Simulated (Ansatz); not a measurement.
Geometry relaxation of Si2NH9O2 (part 2 of 2)

Si2NH9O2; UKS PBE/def2-SVP (Ansatz 0.2.0). It belongs to a series of runs on one base structure; here: end point A relaxed.

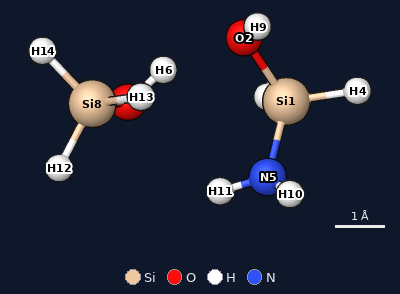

Fig. 1: The geometry at step 13 of the log (ball-and-stick view, seen at a tilt; atoms are numbered from 1 in the order of the input).

Trajectory as extended XYZ, continued
```
14
Properties=species:S:1:pos:R:3:forces:R:3 step=7 energy=-21464.39789
Si   -1.9403   -0.6813   -0.2960   -0.0181  -0.0032  -0.0008
O    -0.8842   -1.2477    0.9382   -0.0442   0.0688   0.1681
H    -1.7940   -1.7403   -1.3404   -0.0072   0.0219   0.0428
H    -3.3257   -0.5779    0.2877    0.0740   0.0055  -0.0276
N    -1.5649    0.8572   -0.9850    0.0623   0.0215  -0.0429
H     0.7130   -0.9852    0.2185    0.0780   0.0469  -0.0111
O     1.4133   -0.6115   -0.3804   -0.0328   0.0288   0.0069
Si    2.4691    0.5016    0.2877    0.0226  -0.0632   0.0324
H    -0.9954   -0.8148    1.8093    0.0253  -0.0789  -0.2001
H    -1.8648    1.7292   -0.5432    0.0164  -0.0261  -0.0110
H    -0.6684    0.9702   -1.4736   -0.1030  -0.0144   0.0718
H     2.7036    1.6068   -0.7114   -0.0326  -0.0320   0.0467
H     1.9272    1.0980    1.5713   -0.0174   0.0167  -0.0589
H     3.8118   -0.1043    0.6171   -0.0235   0.0076  -0.0162
14
Properties=species:S:1:pos:R:3:forces:R:3 step=8 energy=-21464.40050
Si   -1.9440   -0.6810   -0.2898   -0.0421   0.0136  -0.0328
O    -0.8718   -1.2540    0.9245    0.0092   0.0037   0.0705
H    -1.8268   -1.7477   -1.3297   -0.0078   0.0232   0.0302
H    -3.3154   -0.5595    0.3188    0.0481  -0.0004  -0.0209
N    -1.5697    0.8519   -0.9921    0.0410   0.0039  -0.0252
H     0.7186   -0.9841    0.1904    0.0422   0.0135   0.0157
O     1.4204   -0.5999   -0.3979   -0.0408  -0.0334  -0.0407
Si    2.4697    0.4969    0.2998   -0.0035   0.0713   0.0076
H    -0.9560   -0.8119    1.7904    0.0035  -0.0166  -0.0595
H    -1.8561    1.7268   -0.5472    0.0123  -0.0232  -0.0080
H    -0.6784    0.9575   -1.4900   -0.0628  -0.0060   0.0503
H     2.7142    1.6120   -0.6834    0.0145  -0.0295   0.0116
H     1.8900    1.1073    1.5599    0.0211  -0.0316  -0.0107
H     3.8054   -0.1143    0.6461   -0.0351   0.0116   0.0120
14
Properties=species:S:1:pos:R:3:forces:R:3 step=9 energy=-21464.40309
Si   -1.9489   -0.6901   -0.2874   -0.0186   0.0168  -0.0123
O    -0.8799   -1.2871    0.9182    0.0767   0.0105   0.0378
H    -1.8634   -1.7601   -1.3248    0.0074   0.0057   0.0086
H    -3.3124   -0.5429    0.3245   -0.0160  -0.0008   0.0055
N    -1.5561    0.8413   -0.9830   -0.0212  -0.0363   0.0089
H     0.7326   -0.9780    0.1736   -0.0144   0.0025  -0.0460
O     1.3916   -0.5486   -0.4320   -0.0128  -0.0141   0.0093
Si    2.4609    0.5147    0.2928    0.0171   0.0312   0.0095
H    -0.9244   -0.8212    1.7741   -0.0314  -0.0080  -0.0319
H    -1.8497    1.7123   -0.5370    0.0062   0.0125   0.0023
H    -0.6514    0.9438   -1.4523    0.0202   0.0036   0.0014
H     2.7715    1.6063   -0.6949    0.0015  -0.0207   0.0046
H     1.8687    1.1453    1.5343   -0.0071   0.0033   0.0038
H     3.7611   -0.1357    0.6938   -0.0077  -0.0063  -0.0015
14
Properties=species:S:1:pos:R:3:forces:R:3 step=10 energy=-21464.40521
Si   -1.9507   -0.6934   -0.2772   -0.0173   0.0113  -0.0026
O    -0.8612   -1.2904    0.9109    0.0595   0.0206   0.0214
H    -1.8844   -1.7697   -1.3095    0.0024   0.0034   0.0045
H    -3.3043   -0.5358    0.3540   -0.0134  -0.0067   0.0045
N    -1.5600    0.8333   -0.9836   -0.0375  -0.0269   0.0179
H     0.7303   -0.9692    0.1185    0.0177   0.0140  -0.0238
O     1.3883   -0.5181   -0.4732   -0.0005   0.0048   0.0373
Si    2.4539    0.5198    0.2979    0.0111  -0.0095  -0.0226
H    -0.8851   -0.8155    1.7629   -0.0229  -0.0134  -0.0380
H    -1.8510    1.7053   -0.5378    0.0028   0.0172   0.0047
H    -0.6531    0.9334   -1.4486    0.0391  -0.0008  -0.0129
H     2.8252    1.6011   -0.6809   -0.0090  -0.0241   0.0268
H     1.8264    1.1583    1.5190    0.0044   0.0053  -0.0115
H     3.7258   -0.1591    0.7474   -0.0365   0.0049  -0.0057
14
Properties=species:S:1:pos:R:3:forces:R:3 step=11 energy=-21464.40664
Si   -1.9560   -0.6962   -0.2668    0.0076  -0.0141   0.0073
O    -0.8319   -1.2880    0.8934    0.0052   0.0170  -0.0001
H    -1.9102   -1.7774   -1.2952   -0.0053   0.0046  -0.0006
H    -3.2974   -0.5390    0.3926    0.0085  -0.0070   0.0010
N    -1.5769    0.8276   -0.9854   -0.0402  -0.0044   0.0193
H     0.7362   -0.9581    0.0637    0.0162   0.0155  -0.0029
O     1.3915   -0.4864   -0.5145    0.0397   0.0302   0.0408
Si    2.4530    0.5227    0.3032   -0.0023  -0.0297  -0.0155
H    -0.8393   -0.8103    1.7440   -0.0101  -0.0078  -0.0193
H    -1.8613    1.6996   -0.5347    0.0031   0.0128   0.0018
H    -0.6697    0.9264   -1.4509    0.0329  -0.0045  -0.0143
H     2.8956    1.5888   -0.6639   -0.0078  -0.0492   0.0470
H     1.7858    1.1845    1.4927    0.0211  -0.0002  -0.0285
H     3.6809   -0.1942    0.8217   -0.0687   0.0367  -0.0360
14
Properties=species:S:1:pos:R:3:forces:R:3 step=12 energy=-21464.40758
Si   -1.9588   -0.6995   -0.2659    0.0056  -0.0133   0.0114
O    -0.8237   -1.2887    0.8853   -0.0026   0.0116  -0.0013
H    -1.9201   -1.7791   -1.2965   -0.0005   0.0065   0.0005
H    -3.2953   -0.5478    0.4046    0.0081  -0.0041   0.0001
N    -1.5867    0.8263   -0.9839   -0.0260   0.0012   0.0096
H     0.7373   -0.9477    0.0523    0.0072   0.0061  -0.0048
O     1.3919   -0.4721   -0.5235    0.0307   0.0309   0.0444
Si    2.4547    0.5247    0.3066    0.0209  -0.0153  -0.0384
H    -0.8317   -0.8141    1.7375   -0.0074  -0.0083  -0.0148
H    -1.8666    1.6970   -0.5275    0.0044   0.0051  -0.0010
H    -0.6802    0.9256   -1.4519    0.0171  -0.0029  -0.0070
H     2.9350    1.5736   -0.6598   -0.0187  -0.0313   0.0340
H     1.7805    1.2093    1.4789    0.0208  -0.0093  -0.0232
H     3.6638   -0.2075    0.8439   -0.0595   0.0231  -0.0094
14
Properties=species:S:1:pos:R:3:forces:R:3 step=13 energy=-21464.40903
Si   -1.9647   -0.7085   -0.2660    0.0073  -0.0031   0.0144
O    -0.8113   -1.2925    0.8698   -0.0106   0.0000  -0.0120
H    -1.9321   -1.7799   -1.3052    0.0049   0.0057   0.0015
H    -3.2931   -0.5735    0.4234    0.0025   0.0003  -0.0029
N    -1.6088    0.8245   -0.9776    0.0017   0.0115  -0.0082
H     0.7386   -0.9170    0.0386   -0.0078  -0.0147  -0.0168
O     1.3901   -0.4380   -0.5379    0.0180   0.0240   0.0323
Si    2.4678    0.5298    0.3051    0.0051   0.0259  -0.0085
H    -0.8290   -0.8298    1.7280    0.0004  -0.0041   0.0058
H    -1.8804    1.6910   -0.5072    0.0081  -0.0137  -0.0076
H    -0.7035    0.9268   -1.4498   -0.0163   0.0013   0.0102
H     3.0169    1.5416   -0.6627   -0.0054  -0.0403   0.0189
H     1.7889    1.2694    1.4406    0.0161  -0.0127  -0.0136
H     3.6206   -0.2438    0.9008   -0.0242   0.0200  -0.0136
14
Properties=species:S:1:pos:R:3:forces:R:3 step=14 energy=-21464.40973
Si   -1.9699   -0.7166   -0.2662    0.0161  -0.0007  -0.0032
O    -0.8033   -1.2998    0.8569   -0.0231   0.0135   0.0117
H    -1.9334   -1.7767   -1.3165    0.0003   0.0003  -0.0003
H    -3.2944   -0.6004    0.4338    0.0028   0.0017  -0.0022
N    -1.6300    0.8243   -0.9694    0.0076   0.0126  -0.0050
H     0.7387   -0.8902    0.0297   -0.0088  -0.0122  -0.0343
O     1.3836   -0.4020   -0.5473    0.0002   0.0144   0.0409
Si    2.4776    0.5399    0.3034    0.0704   0.0177  -0.0038
H    -0.8338   -0.8539    1.7239    0.0103  -0.0145  -0.0026
H    -1.8958    1.6853   -0.4853    0.0061  -0.0176  -0.0076
H    -0.7254    0.9320   -1.4425   -0.0220   0.0031   0.0128
H     3.1040    1.4954   -0.6773   -0.0441  -0.0442   0.0510
H     1.8034    1.3327    1.4065    0.0239  -0.0046  -0.0381
H     3.5789   -0.2701    0.9504   -0.0398   0.0306  -0.0193
14
Properties=species:S:1:pos:R:3:forces:R:3 step=15 energy=-21464.41026
Si   -1.9699   -0.7197   -0.2682    0.0055   0.0046  -0.0010
O    -0.8042   -1.3033    0.8557   -0.0217   0.0186   0.0133
H    -1.9269   -1.7745   -1.3235    0.0019   0.0005   0.0002
H    -3.2962   -0.6118    0.4299    0.0024  -0.0007  -0.0024
N    -1.6368    0.8261   -0.9645    0.0064   0.0014  -0.0011
H     0.7360   -0.8832    0.0294   -0.0021  -0.0094  -0.0271
O     1.3804   -0.3925   -0.5461    0.0032   0.0044   0.0502
Si    2.4841    0.5392    0.3034    0.0537   0.0595  -0.0296
H    -0.8420   -0.8655    1.7266    0.0119  -0.0168  -0.0125
H    -1.9050    1.6833   -0.4754    0.0024  -0.0125  -0.0027
H    -0.7319    0.9395   -1.4351   -0.0113   0.0041   0.0055
H     3.1263    1.4773   -0.6836   -0.0288  -0.0546   0.0431
H     1.8166    1.3652    1.3863    0.0259  -0.0312  -0.0201
H     3.5699   -0.2801    0.9650   -0.0494   0.0320  -0.0156
14
Properties=species:S:1:pos:R:3:forces:R:3 step=16 energy=-21464.41115
Si   -1.9690   -0.7221   -0.2725   -0.0029   0.0047   0.0044
O    -0.8098   -1.3080    0.8568   -0.0159   0.0223   0.0124
H    -1.9130   -1.7698   -1.3344    0.0030   0.0038   0.0018
H    -3.3008   -0.6253    0.4171    0.0031  -0.0029  -0.0030
N    -1.6425    0.8305   -0.9571    0.0018  -0.0113   0.0052
H     0.7340   -0.8811    0.0382    0.0013  -0.0032  -0.0123
O     1.3764   -0.3891   -0.5380    0.0175   0.0165   0.0428
Si    2.4913    0.5418    0.2986    0.0018   0.0358  -0.0161
H    -0.8560   -0.8800    1.7323    0.0087  -0.0162  -0.0237
H    -1.9176    1.6821   -0.4625   -0.0027  -0.0032   0.0033
H    -0.7365    0.9535   -1.4224    0.0038   0.0018  -0.0038
H     3.1450    1.4533   -0.7024   -0.0118  -0.0367   0.0219
H     1.8374    1.3951    1.3679    0.0152  -0.0264  -0.0200
H     3.5612   -0.2809    0.9780   -0.0230   0.0152  -0.0130
14
Properties=species:S:1:pos:R:3:forces:R:3 step=17 energy=-21464.41202
Si   -1.9710   -0.7279   -0.2806    0.0050   0.0035  -0.0062
O    -0.8199   -1.3178    0.8545   -0.0058   0.0243   0.0266
H    -1.8879   -1.7588   -1.3575   -0.0025   0.0071   0.0060
H    -3.3121   -0.6571    0.3944    0.0068  -0.0015  -0.0053
N    -1.6561    0.8380   -0.9411   -0.0026  -0.0100   0.0174
H     0.7308   -0.8699    0.0588   -0.0046   0.0015   0.0017
O     1.3683   -0.3755   -0.5199    0.0349   0.0331   0.0261
Si    2.5063    0.5494    0.2923   -0.0345  -0.0076  -0.0291
H    -0.8812   -0.9091    1.7384    0.0015  -0.0154  -0.0362
H    -1.9422    1.6784   -0.4335   -0.0024  -0.0043  -0.0010
H    -0.7483    0.9781   -1.3979    0.0026  -0.0052  -0.0010
H     3.1948    1.3971   -0.7394   -0.0111  -0.0146   0.0207
H     1.8755    1.4610    1.3268    0.0221  -0.0246  -0.0232
H     3.5433   -0.2860    1.0045   -0.0093   0.0137   0.0036
14
Properties=species:S:1:pos:R:3:forces:R:3 step=18 energy=-21464.41232
Si   -1.9714   -0.7331   -0.2859   -0.0018   0.0138  -0.0081
O    -0.8254   -1.3220    0.8544    0.0049   0.0158   0.0210
H    -1.8713   -1.7529   -1.3716    0.0001   0.0047   0.0065
H    -3.3185   -0.6798    0.3782    0.0045  -0.0013  -0.0036
N    -1.6644    0.8416   -0.9292    0.0026  -0.0020   0.0176
H     0.7249   -0.8569    0.0691   -0.0032  -0.0030   0.0122
O     1.3615   -0.3649   -0.5124    0.0418   0.0362   0.0096
Si    2.5162    0.5517    0.2848   -0.0263  -0.0034  -0.0020
H    -0.8979   -0.9236    1.7419   -0.0009  -0.0107  -0.0320
H    -1.9599    1.6746   -0.4142    0.0014  -0.0118  -0.0080
H    -0.7543    0.9930   -1.3785   -0.0078  -0.0071   0.0042
H     3.2280    1.3627   -0.7611   -0.0157  -0.0265   0.0251
H     1.9044    1.4990    1.2977    0.0105  -0.0158  -0.0246
H     3.5284   -0.2894    1.0268   -0.0098   0.0112  -0.0178
14
Properties=species:S:1:pos:R:3:forces:R:3 step=19 energy=-21464.41251
Si   -1.9716   -0.7355   -0.2884   -0.0039   0.0168  -0.0089
O    -0.8262   -1.3221    0.8533    0.0061   0.0077   0.0183
H    -1.8632   -1.7506   -1.3775    0.0010   0.0036   0.0044
H    -3.3214   -0.6918    0.3710    0.0035  -0.0013  -0.0017
N    -1.6698    0.8434   -0.9235    0.0047  -0.0008   0.0141
H     0.7229   -0.8503    0.0729   -0.0018  -0.0032   0.0103
O     1.3594   -0.3591   -0.5094    0.0254   0.0267   0.0084
Si    2.5199    0.5525    0.2837   -0.0051  -0.0034  -0.0124
H    -0.9039   -0.9278    1.7420   -0.0009  -0.0073  -0.0238
H    -1.9711    1.6727   -0.4058    0.0023  -0.0120  -0.0094
H    -0.7586    1.0005   -1.3686   -0.0107  -0.0056   0.0048
H     3.2458    1.3424   -0.7678   -0.0158  -0.0133   0.0183
H     1.9159    1.5178    1.2835    0.0083  -0.0156  -0.0173
H     3.5223   -0.2922    1.0344   -0.0131   0.0077  -0.0051
```

The run was set up as follows.

The input
```yaml
crystal:
  periodic: [false, false, false]
  atoms:
    - { symbol: Si, position_ang: [-1.824569, -0.666388, -0.303004] }
    - { symbol: O, position_ang: [-1.169981, -1.296765, 1.186525] }
    - { symbol: H, position_ang: [-1.422479, -1.698979, -1.304723] }
    - { symbol: H, position_ang: [-3.317727, -0.579079, -0.102046] }
    - { symbol: "N", position_ang: [-1.353583, 0.898381, -0.878997] }
    - { symbol: H, position_ang: [0.937457, -1.200752, 0.379949] }
    - { symbol: O, position_ang: [1.254891, -0.618971, -0.33481] }
    - { symbol: Si, position_ang: [2.380508, 0.539153, 0.149283] }
    - { symbol: H, position_ang: [-1.553926, -0.88061, 1.979878] }
    - { symbol: H, position_ang: [-1.717011, 1.748974, -0.438377] }
    - { symbol: H, position_ang: [-0.369634, 1.008974, -1.150003] }
    - { symbol: H, position_ang: [2.358354, 1.598528, -0.915008] }
    - { symbol: H, position_ang: [2.02303, 1.167822, 1.474025] }
    - { symbol: H, position_ang: [3.77487, -0.020288, 0.257209] }
magnetization:
  spin_polarized: true
basis:
  gaussian: { orbitals: def2-SVP }
hamiltonian:
  xc: pbe
relax:
  f_tol: 0.03
  max_steps: 50
```

Launched with:
```bash
ansatz run input.yaml --threads 4 --pin off --max-ram 5120MiB --backend cpu --events-out ev --progress --plain --runs-dir out
```

Summary

- outcome: converged
- total energy: −21464.4126 eV
- mean-field energy: −21464.4126 eV
- largest force (length of the vector) at the end: 0.038 eV/Å
- hardware: 4 threads of Arm Neoverse N1, 16 GiB of memory available, shared host
- wall time: 73 s (CPU time 4.6 min)
- peak memory: 0.2 GiB
